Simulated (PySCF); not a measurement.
# C2H8BNO: the cost of one run

Programs: PySCF 2.14.0, with density-fitted response routines of our own. Each step states its level of theory. These are calculated values for one molecule in the gas phase, unless marked as measured. Atoms count from 0, in the outputs and in this text.

## (1) The starting structure

13 atoms, charge 0, multiplicity 1; geometry from: PBE0-D3(BJ)/def2-SVP.

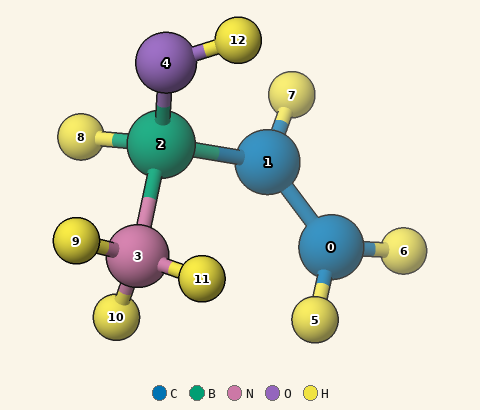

As it starts; carbon blue, boron teal, nitrogen pink, oxygen purple, hydrogen yellow, atoms numbered.

## (2) NMR shieldings: HF/pcSseg-2

Job settings and geometry (Å):

```
{"job": {"kind": "nmr", "xc": "HF", "basis": "pcSseg-2", "pop": false}, "charge": 0, "multiplicity": 1}
C      1.347842    -1.251778    -0.143740
C      1.115287     0.043713    -0.391429
B     -0.258755     0.855587    -0.283743
N     -1.445454    -0.232162     0.153592
O     -0.299742     1.876178     0.723517
H      0.553957    -1.949376     0.160707
H      2.338689    -1.710606    -0.236820
H      1.990069     0.637006    -0.699683
H     -0.671702     1.256907    -1.376122
H     -2.285472     0.309702     0.356856
H     -1.651560    -0.898103    -0.591256
H     -1.189239    -0.749436     0.997158
H      0.453382     1.798466     1.313747
```

With the program's defaults for keys left out, this is: GIAO HF/pcSseg-2 NMR shielding, non-relativistic, gas phase.

Run with:

```console
$ OMP_NUM_THREADS=1 python probes_run.py task.json out
```

The driver reads the jobs from task.json and runs them one after another.

Q: Estimate the wall time and peak memory of this first job on 1 thread of Arm Neoverse V1, shared host.

About 21 s, with a peak of 1 GiB.
